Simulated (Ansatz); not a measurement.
# Converging the field response of a PbF2 (111) film

Aim: a convergence study of the equivalent conductor thickness of a PbF2 (111) film, with the cost of each setting.

Program: Ansatz 0.2.0. Level of theory: plane-wave DFT, PBE, Ansatz PAW, in the first sound run; inputs show where later runs differ. Results are calculated unless marked as measured.

### Step 1. Set-up

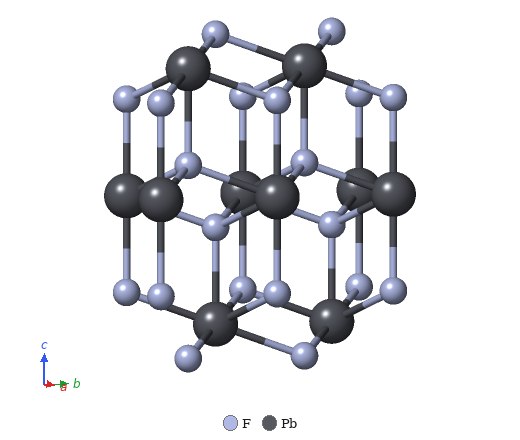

Start, viewed from the side, with the c axis up; fluorine light blue, lead dark grey. 1×2×1 cells are drawn. Some periodic images of atoms are drawn too.

The cell holds 9 atoms: 6 F and 3 Pb. Its edges and angles: a = 4.200 Å, b = 4.200 Å, c = 26.574 Å, α = 90.0°, β = 90.0°, γ = 120.0°. It derives from PbF2 (fluorite PbF2). Vacuum lies along c.

### Step 2. Single point, setting first choice

The first choice: the default cutoff of 420 eV, a 6×6×1 mesh, 18 Å of vacuum, 0.1 V/Å and a tight threshold. Each later run changes one input against this one; other functionals and files bring their own cutoffs.

input.yaml

```yaml
crystal:
  lattice:
    - [4.20021428, 0.0, 0.0]
    - [-2.10010714, 3.63749227, 0.0]
    - [0.0, 0.0, 26.5736514975]
  atoms:
    - { symbol: F, position: [0.66666667, 0.33333333, 0.3386813438] }
    - { symbol: Pb, position: [0.33333333, 0.66666667, 0.3709450751] }
    - { symbol: F, position: [0.0, 0.0, 0.4032088063] }
    - { symbol: F, position: [0.33333333, 0.66666667, 0.4677362688] }
    - { symbol: Pb, position: [0.0, 0.0, 0.5] }
    - { symbol: F, position: [0.66666667, 0.33333333, 0.5322637312] }
    - { symbol: F, position: [0.0, 0.0, 0.5967911937] }
    - { symbol: Pb, position: [0.66666667, 0.33333333, 0.6290549249] }
    - { symbol: F, position: [0.33333333, 0.66666667, 0.6613186562] }
kpoints:
  mp_grid: { grid: [6, 6, 1] }
hamiltonian:
  xc: pbe
scf:
  occupations: { method: fixed }
  convergence: { dr2_threshold: 1.0e-10 }
efield:
  axis: 3
  dipole_correction: true
  ramp_position: 0.97
  ramp_width: 0.06
  amplitude: 0.1
output:
  write_potential: true
  write_density: true
  volumetric_format: npy
```

On the command line:

```bash
$ ansatz run input.yaml --threads 2 --pin off --max-ram 3072MiB --backend cpu --events-out ev --progress --plain --runs-dir out
```

Numbers of over 12 decimals in the logs are rounded to 6 here.

Log:

```text
Engine: ansatz 0.2.0, aarch64-unknown-linux-gnu
Pseudopotentials: kind: paw
Pseudopotential: F, paw, valence charge 7, recommended cutoff 420 eV (normal), F.paw.azcp
Pseudopotential: Pb, paw, valence charge 14, recommended cutoff 420 eV (normal), Pb.paw.azcp
Functional definition: PBE
  parameter kappa = 0.804
  parameter beta = 0.066725
  exchange = pbe_x(kappa = kappa, mu = beta*pi^2/3)
  correlation = pbe_c(beta = beta)
Crystal: 9 atoms, lattice volume = 405.999 Å³
Basis set: ecut = 420 eV, 7775 PW (Γ)
Bands: 51, of which v1, the nominal top of the filled ones, is band 42 counted from 1 (41 counted from 0)
Symmetry: 6 space group operations
k-points: 7 of 36 (time reversal used)
Non-local potential: F, projectors of the file, l = 0: 2, l = 1: 2, l = 2: 1
Non-local potential: Pb, projectors of the file, l = 0: 2, l = 1: 2, l = 2: 2, l = 3: 2
PAW form: soft (Blöchl's): semilocal exchange-correlation on the pseudo side does not see the compensation charge
PAW one-centre angular grid: F, 110 points (default); XC on 64 Gauss nodes
PAW one-centre angular grid: Pb, 590 points (default); XC on 64 Gauss nodes
Initial density: superposition of atomic densities (neutral atoms: chi_scale 0, normalization atom, screened)
Initial wavefunctions: pseudopotential atomic-orbital guess
Functional: x = pbe(κ = 0.804, μ = 0.219515), c = pbe(β = 0.066725)
SCF iter   1: F=—  HF=-40580.108868 eV  |F-HF|=—  |Δ(HF+E_count)|=         —  Δρ=7.02e-2  dr2=2.07e1  ethr=3.10e-3  p=0.084 e·Å  D=3.76e-2 V/Å  ΔV_dip=-1.00 eV  dr2_dipole=1.20e-3  V_vac-E_F(+/−)=9.92/8.55 eV  ⟨swp⟩=4.9  Hψ=1145  notcnv=0  defer=41
efield: sawtooth ramp at fractional position 0.9700 (set: `efield.ramp_position`, or a place that a band, a saddle search or an elastic batch's reference lends), width 0.0600; the density the first Hamiltonian is built on has a dipole p = 0.084 e·Å; the dipole correction subtracts the counter field D = 3.76e-2 V/Å, which shifts the + side's vacuum level by -1.00 eV against the − side's; the planar-averaged density in the ramp window peaks in size at 6.4e-7 e/Å³
preconditioner: auto → Resta (q_TF=auto, 2.098 Å⁻¹)  ε∞=2.0  [insulator: Δε(μ)=5.497 eV  Ē_g=16.530 eV  n_scr=82 (ndim 8)  ℏωp=16.9 eV  f_vac=0.583  ε∞_Penn≈2.0  vacuum switching on, ρ_ref=2.0e-2 e/Å³]
SCF iter   2: F=—  HF=-40574.360420 eV  |F-HF|=—  |Δ(HF+E_count)|=    5.75e0  Δρ=3.95e-2  dr2=2.39e0  ethr=3.10e-3  p=0.063 e·Å  D=2.82e-2 V/Å  ΔV_dip=-0.75 eV  dr2_dipole=1.85e-5  V_vac-E_F(+/−)=7.71/6.09 eV  ⟨swp⟩=4.0  Hψ=850  notcnv=0  defer=47  κ⁻¹=1.0e0(r=1)
SCF iter   3: F=—  HF=-40573.781887 eV  |F-HF|=—  |Δ(HF+E_count)|=   5.79e-1  Δρ=9.74e-3  dr2=3.99e-1  ethr=2.85e-3  p=0.065 e·Å  D=2.90e-2 V/Å  ΔV_dip=-0.77 eV  dr2_dipole=2.99e-5  V_vac-E_F(+/−)=8.22/6.62 eV  ⟨swp⟩=2.0  Hψ=709  notcnv=0  defer=33  κ⁻¹=6.9e-3(r=2)
SCF iter   4: F=—  HF=-40573.714851 eV  |F-HF|=—  |Δ(HF+E_count)|=   6.70e-2  Δρ=3.47e-3  dr2=4.22e-2  ethr=4.74e-4  p=0.058 e·Å  D=2.60e-2 V/Å  ΔV_dip=-0.69 eV  dr2_dipole=2.76e-5  V_vac-E_F(+/−)=7.76/6.08 eV  ⟨swp⟩=3.1  Hψ=604  notcnv=0  defer=49  κ⁻¹=9.6e-4(r=3)
SCF iter   5: F=—  HF=-40573.706747 eV  |F-HF|=—  |Δ(HF+E_count)|=   8.10e-3  Δρ=1.25e-3  dr2=5.38e-3  ethr=5.03e-5  p=0.060 e·Å  D=2.68e-2 V/Å  ΔV_dip=-0.71 eV  dr2_dipole=2.09e-6  V_vac-E_F(+/−)=7.81/6.15 eV  ⟨swp⟩=2.0  Hψ=605  notcnv=0  defer=49  κ⁻¹=4.5e-5(r=4)
SCF iter   6: F=—  HF=-40573.706685 eV  |F-HF|=—  |Δ(HF+E_count)|=   6.23e-5  Δρ=5.95e-4  dr2=1.23e-3  ethr=6.40e-6  p=0.061 e·Å  D=2.73e-2 V/Å  ΔV_dip=-0.73 eV  dr2_dipole=3.37e-7  V_vac-E_F(+/−)=7.84/6.20 eV  ⟨swp⟩=3.1  Hψ=608  notcnv=0  defer=49  κ⁻¹=1.7e-5(r=5)
SCF iter   7: F=—  HF=-40573.706856 eV  |F-HF|=—  |Δ(HF+E_count)|=   1.71e-4  Δρ=7.01e-5  dr2=2.33e-5  ethr=1.46e-6  p=0.061 e·Å  D=2.73e-2 V/Å  ΔV_dip=-0.72 eV  dr2_dipole=4.32e-9  V_vac-E_F(+/−)=7.82/6.17 eV  ⟨swp⟩=2.0  Hψ=607  notcnv=0  defer=49  κ⁻¹=5.2e-7(r=6)
SCF iter   8: F=—  HF=-40573.706861 eV  |F-HF|=—  |Δ(HF+E_count)|=   4.76e-6  Δρ=3.12e-5  dr2=3.13e-6  ethr=2.77e-8  p=0.061 e·Å  D=2.72e-2 V/Å  ΔV_dip=-0.72 eV  dr2_dipole=7.37e-10  V_vac-E_F(+/−)=7.82/6.17 eV  ⟨swp⟩=2.6  Hψ=690  notcnv=0  defer=31  κ⁻¹=1.7e-7(r=7)
SCF iter   9: F=—  HF=-40573.706492 eV  |F-HF|=—  |Δ(HF+E_count)|=   3.69e-4  Δρ=1.84e-5  dr2=1.26e-6  ethr=3.73e-9  p=0.061 e·Å  D=2.72e-2 V/Å  ΔV_dip=-0.72 eV  dr2_dipole=6.23e-12  V_vac-E_F(+/−)=7.82/6.17 eV  ⟨swp⟩=2.0  Hψ=458  notcnv=0  defer=29  κ⁻¹=1.1e-8(r=8)
SCF iter  10: F=—  HF=-40573.706492 eV  |F-HF|=—  |Δ(HF+E_count)|=   1.80e-7  Δρ=6.06e-6  dr2=1.50e-7  ethr=1.50e-9  p=0.061 e·Å  D=2.72e-2 V/Å  ΔV_dip=-0.72 eV  dr2_dipole=9.08e-10  V_vac-E_F(+/−)=7.82/6.17 eV  ⟨swp⟩=2.0  Hψ=597  notcnv=0  defer=29  κ⁻¹=7.7e-8(r=8)
SCF iter  11: F=—  HF=-40573.706492 eV  |F-HF|=—  |Δ(HF+E_count)|=   3.61e-8  Δρ=1.40e-6  dr2=3.86e-9  ethr=1.79e-10  p=0.061 e·Å  D=2.72e-2 V/Å  ΔV_dip=-0.72 eV  dr2_dipole=1.95e-11  V_vac-E_F(+/−)=7.82/6.17 eV  ⟨swp⟩=2.0  Hψ=597  notcnv=0  defer=29  κ⁻¹=3.6e-8(r=8)
SCF iter  12: F=—  HF=-40573.706492 eV  |F-HF|=—  |Δ(HF+E_count)|=  7.86e-10  Δρ=5.30e-7  dr2=5.64e-10  ethr=4.59e-12  p=0.061 e·Å  D=2.72e-2 V/Å  ΔV_dip=-0.72 eV  dr2_dipole=1.84e-12  V_vac-E_F(+/−)=7.82/6.17 eV  ⟨swp⟩=2.0  Hψ=603  notcnv=0  defer=29  κ⁻¹=9.1e-8(r=8)
SCF iter  13: F=—  HF=-40573.706492 eV  |F-HF|=—  |Δ(HF+E_count)|=  3.93e-10  Δρ=2.45e-7  dr2=1.19e-10  ethr=1.00e-12  p=0.061 e·Å  D=2.72e-2 V/Å  ΔV_dip=-0.72 eV  dr2_dipole=1.45e-15  V_vac-E_F(+/−)=7.82/6.17 eV  ⟨swp⟩=11.6  Hψ=1451  notcnv=0  κ⁻¹=1.5e-8(r=8)
SCF iter  14: F=-40573.706492 eV  HF=-40573.706492 eV  |F-HF|=5.09e-11  |Δ(HF+E_count)|=  1.24e-10  Δρ=5.04e-8  dr2=5.63e-12  ethr=1.00e-12  p=0.061 e·Å  D=2.72e-2 V/Å  ΔV_dip=-0.72 eV  dr2_dipole=3.54e-14  V_vac-E_F(+/−)=7.82/6.17 eV  ⟨swp⟩=2.0  Hψ=679  notcnv=0
SCF 1 converged in 14 iterations: F = -40573.706492 eV  dr2 = 5.63e-12
  greatest PAW one-centre occupation: 0.984 electrons in one spin orbital (limit 2), on the Pb atom at site 4 (counted from 0), in its partial waves of l = 2
WARN: The output density's exchange-correlation potential varies sharply where the density is thin. Do not read a vacuum level from v_tot or v_xc, or from such a field of the output density. On a cell that repeats whose density bears no net charge and no dipole along the vacuum's axis use v_es (v_loc + v_h of the components); under efield.dipole_correction with no amplitude use v_es + v_field, which holds any externa [...]
SCF converged after 14 iterations
Stability not checked: this state was not tested for a lower state beside it, because the mixer in use, unlike msr1, does not test its closes by its own steps (another_mixer; see scf.mixing.algorithm and scf.lower_state_search)
Free energy (F): -40573.706492 eV
Harris-Foulkes:  -40573.706492 eV  (|F-HF|=5.09e-11)
Internal energy: -40573.706492 eV  (E = F + TS)
E sigma→0 (E₀):  -40573.706492 eV
Fermi energy:    -2.290304 eV
Dipole field:    D = 0.027238 V/Å  (p = 0.061113 e·Å, saw-weighted, corrected)
Work function:   not extracted (applied field tilts the vacuum); planar V_es + V_field profile in the machine report
Levels:          The Fermi level and band energies are counted from a zero that moves with the ramp; work functions are not
--- Per-component energies (eV) ---
  E_band       = -997.588159
  E_kinetic    = 2091.427853
  E_local      = -78676.289592  (includes V_loc(G=0)·N_el)
  E_nonlocal   = 1490.673364
  E_hartree    = 38242.669253
  E_xc         = -1143.576145
  E_vxc        = -1012.578992  (∫ρ·V_xc dr)
  E_paw        = -32405.401788  (= ΣΔE_a)
  E_vpaw       = -1376.167379  (= ΣTr[D̂ρ^β])
  E_aug_tail   = 0.012344  (compensation charges beyond the density's cutoff)
  E_efield     = -0.005279  (sawtooth field / dipole correction)
  E_vefield    = -0.004447  (∫n·V_field dr)
  E_ewald      = 29826.783498
  E_smearing   = -0.000000  (= −TS)
  E_closure    = 0.000000  (closes the sum)
  Σ components = -40573.706492   (vs F -40573.706492, Δ=0.00e0)
--- Band table (eV; the first three rows and the last of 7) ---
  k-point 0: bands = [... 38 lower, -3.9477, -3.6806, -3.4373, -3.0798, 1.8816, 2.1287, 3.1517, 4.1791, ... 5 higher]
  k-point 1: bands = [... 38 lower, -3.7943, -3.5037, -3.2417, -2.9518, 2.0666, 2.2845, 3.0415, 3.5429, ... 5 higher]
  k-point 2: bands = [... 38 lower, -3.5732, -3.1138, -2.8014, -2.5968, 2.0107, 2.5896, 2.7926, 3.1790, ... 5 higher]
  k-point 6: bands = [... 38 lower, -3.4569, -2.7459, -2.5020, -2.2903, 2.9035, 3.0175, 3.2862, 3.6381, ... 5 higher]
```

The job ended after 19 s (2 threads of Arm Neoverse N1, shared host; peak memory 0.59 GiB; 37 s of CPU time).

Reading the cycles: dr2 is the Hartree energy of the density residual (eV), the measure of convergence; HF is the Harris–Foulkes estimate of the energy, which meets the free energy F at convergence.

Numbers from this step:

| Quantity | Value |
| --- | --- |
| gap on the k-mesh | 4.153 eV |
| dipole along the normal | 0.06111 e·Å |
| equivalent conductor thickness p/(ε₀AE) | 7.238 Å |

Running mean over 3.429 Å of the planar mean, with the applied field; the ramp of the sawtooth is left out. The electron's electrostatic potential energy less the highest filled level by z:

```csv
z (Å),electron's electrostatic potential energy less the highest filled level (eV)
4,6.43
6,6.62
8,3.35
10,-1.12
12,-1.36
14,-1.33
16,-1.05
18,1.72
20,7.21
22,7.51
```

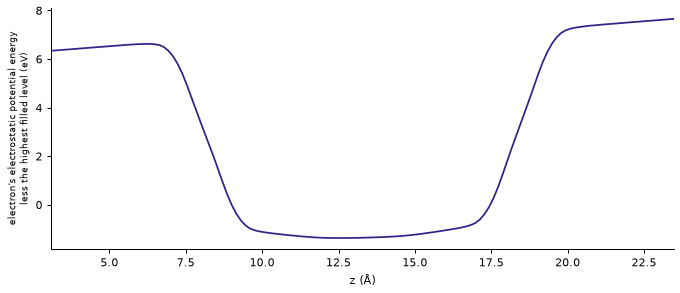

Electron's electrostatic potential energy less the highest filled level, plotted against z.

The dipole corresponds to a conductor 7.238 Å thick.

### Step 3. Run, box 26.6 Å

input.yaml, as its differences from that of step 2:

```diff
@@ -28,2 +28,4 @@
   amplitude: 0.1
+basis:
+  ecutwfc: "250 eV"
 output:
```

Log:

```text
Warning: basis.ecutwfc = 250 eV is below the records' recommended 420 eV, and the density's cutoff is lower with it unless basis.ecutrho_ratio is high enough to keep the records' density cutoff: compare with a run at a higher cutoff
[...]
k-point 0: bands = [... 38 lower, -4.0936, -3.7586, -3.5163, -3.1371, 1.8335, 2.0831, 3.0996, 3.8533, ... 5 higher]
  k-point 1: bands = [... 38 lower, -3.8982, -3.5800, -3.3205, -3.0373, 2.0193, 2.2395, 2.9920, 3.4957, ... 5 higher]
  k-point 2: bands = [... 38 lower, -3.6589, -3.1716, -2.8840, -2.6839, 1.9492, 2.5328, 2.7248, 3.1246, ... 5 higher]
  k-point 6: bands = [... 38 lower, -3.5188, -2.8650, -2.6204, -2.4052, 2.8612, 2.9715, 3.2277, 3.5815, ... 5 higher]
[key lines of the parts left out:]
SCF converged after 13 iterations
Free energy (F): -40554.412062 eV
Fermi energy:    -2.405222 eV
Dipole field:    D = 0.026974 V/Å  (p = 0.060521 e·Å, saw-weighted, corrected)
```

Elapsed: 7.9 s, on 2 threads; peak memory 0.41 GiB.

The dipole corresponds to a conductor 7.168 Å thick, -0.97 % from the first choice, at 0.42 times its CPU time.

### Step 4. Single point, box 26.6 Å

input.yaml, as its differences from that of step 3:

```diff
@@ -29,3 +29,3 @@
 basis:
-  ecutwfc: "250 eV"
+  ecutwfc: "330 eV"
 output:
```

Log:

```text
[...]
Crystal: 9 atoms, lattice volume = 405.999 Å³
Basis set: ecut = 330 eV, 5575 PW (Γ)
Bands: 51, of which v1, the nominal top of the filled ones, is band 42 counted from 1 (41 counted from 0)
Symmetry: 6 space group operations
k-points: 7 of 36 (time reversal used)
[...]
k-point 0: bands = [... 38 lower, -3.9627, -3.6938, -3.4500, -3.0978, 1.8717, 2.1200, 3.1455, 4.1034, ... 5 higher]
  k-point 1: bands = [... 38 lower, -3.8063, -3.5168, -3.2533, -2.9662, 2.0584, 2.2763, 3.0362, 3.5391, ... 5 higher]
  k-point 2: bands = [... 38 lower, -3.5861, -3.1282, -2.8157, -2.6110, 2.0027, 2.5814, 2.7831, 3.1711, ... 5 higher]
  k-point 6: bands = [... 38 lower, -3.4707, -2.7594, -2.5155, -2.3035, 2.8941, 3.0080, 3.2759, 3.6288, ... 5 higher]
[key lines of the parts left out:]
SCF converged after 14 iterations
Free energy (F): -40572.296623 eV
Fermi energy:    -2.303478 eV
Dipole field:    D = 0.027209 V/Å  (p = 0.061048 e·Å, saw-weighted, corrected)
```

Wall time 13 s (2 threads); peak memory 0.47 GiB.

The dipole corresponds to a conductor 7.230 Å thick, -0.11 % from the first choice, at 0.67 times its CPU time.

### Step 5. Single point, box 26.6 Å (run 2)

input.yaml, as its differences from that of step 4:

```diff
@@ -29,3 +29,3 @@
 basis:
-  ecutwfc: "330 eV"
+  ecutwfc: "600 eV"
 output:
```

Log:

```text
[...]
Crystal: 9 atoms, lattice volume = 405.999 Å³
Basis set: ecut = 600 eV, 13709 PW (Γ)
Bands: 51, of which v1, the nominal top of the filled ones, is band 42 counted from 1 (41 counted from 0)
Symmetry: 6 space group operations
k-points: 7 of 36 (time reversal used)
[...]
k-point 0: bands = [... 38 lower, -3.9475, -3.6804, -3.4371, -3.0792, 1.8817, 2.1287, 3.1518, 4.1927, ... 5 higher]
  k-point 1: bands = [... 38 lower, -3.7940, -3.5033, -3.2412, -2.9513, 2.0667, 2.2846, 3.0416, 3.5430, ... 5 higher]
  k-point 2: bands = [... 38 lower, -3.5729, -3.1131, -2.8007, -2.5962, 2.0107, 2.5897, 2.7928, 3.1791, ... 5 higher]
  k-point 6: bands = [... 38 lower, -3.4567, -2.7455, -2.5016, -2.2899, 2.9035, 3.0175, 3.2861, 3.6385, ... 5 higher]
[key lines of the parts left out:]
SCF converged after 14 iterations
Free energy (F): -40573.740014 eV
Fermi energy:    -2.289918 eV
Dipole field:    D = 0.027241 V/Å  (p = 0.061120 e·Å, saw-weighted, corrected)
```

Run time: 31 s. Hardware: 2 threads; peak memory 0.86 GiB; 61 s of CPU time.

The dipole corresponds to a conductor 7.239 Å thick, +0.01 % from the first choice, at 1.7 times its CPU time.

### Step 6. Single point, box 26.6 Å (run 3)

input.yaml, as its differences from that of step 5:

```diff
@@ -16,3 +16,3 @@
 kpoints:
-  mp_grid: { grid: [6, 6, 1] }
+  mp_grid: { grid: [1, 1, 1] }
 hamiltonian:
@@ -28,4 +28,2 @@
   amplitude: 0.1
-basis:
-  ecutwfc: "600 eV"
 output:
```

Log:

```text
[...]
Crystal: 9 atoms, lattice volume = 405.999 Å³
Basis set: ecut = 420 eV, 7775 PW (Γ)
Bands: 51, of which v1, the nominal top of the filled ones, is band 42 counted from 1 (41 counted from 0)
Symmetry: 6 space group operations
k-points: 1
[...]
Internal energy: -40573.568906 eV  (E = F + TS)
E sigma→0 (E₀):  -40573.568906 eV
Fermi energy:    -3.201847 eV
Dipole field:    D = 0.027879 V/Å  (p = 0.062551 e·Å, saw-weighted, corrected)
Work function:   not extracted (applied field tilts the vacuum); planar V_es + V_field profile in the machine report
[...]
--- Band table (eV) ---
  k-point 0: bands = [... 38 lower, -3.8812, -3.6421, -3.4045, -3.2018, 1.6364, 1.8766, 2.8133, 3.8456, ... 5 higher]
[key lines of the parts left out:]
SCF converged after 14 iterations
Free energy (F): -40573.568906 eV
```

Elapsed: 2.9 s, on 2 threads; peak memory 0.38 GiB; 5.4 s of CPU time.

The dipole corresponds to a conductor 7.408 Å thick, +2.35 % from the first choice, at 0.15 times its CPU time.

### Step 7. Single point, box 26.6 Å (run 4)

input.yaml, as its differences from that of step 6:

```diff
@@ -16,3 +16,3 @@
 kpoints:
-  mp_grid: { grid: [1, 1, 1] }
+  mp_grid: { grid: [2, 2, 1] }
 hamiltonian:
```

Log:

```text
[...]
Crystal: 9 atoms, lattice volume = 405.999 Å³
Basis set: ecut = 420 eV, 7775 PW (Γ)
Bands: 51, of which v1, the nominal top of the filled ones, is band 42 counted from 1 (41 counted from 0)
Symmetry: 6 space group operations
k-points: 2 of 4
[...]
Fermi energy:    -2.367329 eV
Dipole field:    D = 0.027280 V/Å  (p = 0.061209 e·Å, saw-weighted, corrected)
Work function:   not extracted (applied field tilts the vacuum); planar V_es + V_field profile in the machine report
[...]
--- Band table (eV) ---
  k-point 0: bands = [... 38 lower, -3.9354, -3.6786, -3.4357, -3.0773, 1.8839, 2.1301, 3.1513, 4.1777, ... 5 higher]
  k-point 1: bands = [... 38 lower, -3.5102, -2.8499, -2.5743, -2.3673, 1.8623, 2.4764, 2.6190, 3.4940, ... 5 higher]
[key lines of the parts left out:]
SCF converged after 14 iterations
Free energy (F): -40573.582435 eV
```

Run time: 4 s. Hardware: 2 threads; peak memory 0.49 GiB.

The dipole corresponds to a conductor 7.249 Å thick, +0.16 % from the first choice, at 0.20 times its CPU time.

### Step 8. Run, box 26.6 Å (run 2)

input.yaml, as its differences from that of step 7:

```diff
@@ -16,3 +16,3 @@
 kpoints:
-  mp_grid: { grid: [2, 2, 1] }
+  mp_grid: { grid: [3, 3, 1] }
 hamiltonian:
```

Log:

```text
[...]
Crystal: 9 atoms, lattice volume = 405.999 Å³
Basis set: ecut = 420 eV, 7775 PW (Γ)
Bands: 51, of which v1, the nominal top of the filled ones, is band 42 counted from 1 (41 counted from 0)
Symmetry: 6 space group operations
k-points: 3 of 9 (time reversal used)
[...]
--- Band table (eV) ---
  k-point 0: bands = [... 38 lower, -3.9455, -3.6786, -3.4353, -3.0790, 1.8817, 2.1288, 3.1514, 4.1793, ... 5 higher]
  k-point 1: bands = [... 38 lower, -3.5712, -3.1131, -2.8001, -2.5955, 2.0105, 2.5896, 2.7928, 3.1793, ... 5 higher]
  k-point 2: bands = [... 38 lower, -3.4548, -2.7457, -2.5006, -2.2889, 2.9033, 3.0173, 3.2863, 3.6386, ... 5 higher]
[key lines of the parts left out:]
SCF converged after 14 iterations
Free energy (F): -40573.703828 eV
Fermi energy:    -2.288909 eV
Dipole field:    D = 0.027237 V/Å  (p = 0.061112 e·Å, saw-weighted, corrected)
```

The job ended after 8.6 s (2 threads; peak memory 0.52 GiB; 17 s of CPU time).

The dipole corresponds to a conductor 7.238 Å thick, -0.00 % from the first choice, at 0.46 times its CPU time.

### Step 9. Single point, box 26.6 Å (run 5)

input.yaml, as its differences from that of step 8:

```diff
@@ -16,3 +16,3 @@
 kpoints:
-  mp_grid: { grid: [3, 3, 1] }
+  mp_grid: { grid: [12, 12, 1] }
 hamiltonian:
```

Log:

```text
[...]
Crystal: 9 atoms, lattice volume = 405.999 Å³
Basis set: ecut = 420 eV, 7775 PW (Γ)
Bands: 51, of which v1, the nominal top of the filled ones, is band 42 counted from 1 (41 counted from 0)
Symmetry: 6 space group operations
k-points: 19 of 144 (time reversal used)
[...]
k-point 0: bands = [... 38 lower, -3.9477, -3.6806, -3.4373, -3.0798, 1.8816, 2.1287, 3.1517, 4.1791, ... 5 higher]
  k-point 1: bands = [... 38 lower, -3.9030, -3.6264, -3.3868, -3.0500, 1.9363, 2.1697, 3.1309, 3.9801, ... 5 higher]
  k-point 2: bands = [... 38 lower, -3.7943, -3.5037, -3.2417, -2.9518, 2.0666, 2.2845, 3.0415, 3.5429, ... 5 higher]
  k-point 18: bands = [... 38 lower, -3.4569, -2.7458, -2.5020, -2.2903, 2.9035, 3.0175, 3.2862, 3.6381, ... 5 higher]
[key lines of the parts left out:]
SCF converged after 14 iterations
Free energy (F): -40573.706757 eV
Fermi energy:    -2.290300 eV
Dipole field:    D = 0.027238 V/Å  (p = 0.061113 e·Å, saw-weighted, corrected)
```

The job ended after 55 s (2 threads; peak memory 0.76 GiB; 1.8 min of CPU time).

The dipole corresponds to a conductor 7.238 Å thick, +0.00 % from the first choice, at 3.0 times its CPU time.

[end of part 1 of 3]

[Logs are printed without paths, hosts, clocks, repeated set-up lines and the standing remarks that a program may print on its own settings, such as how far it seeks lower states.]

[Hosts, paths, dates, database ids (printed as entryN), source tags and the programs' standing remarks are cut or masked in the printed files.]

[Maps of the electrostatic potential energy from Ansatz leave out the sawtooth potential of an applied field or a dipole correction, so their vacuum need not be flat; planar profiles and work functions include it.]
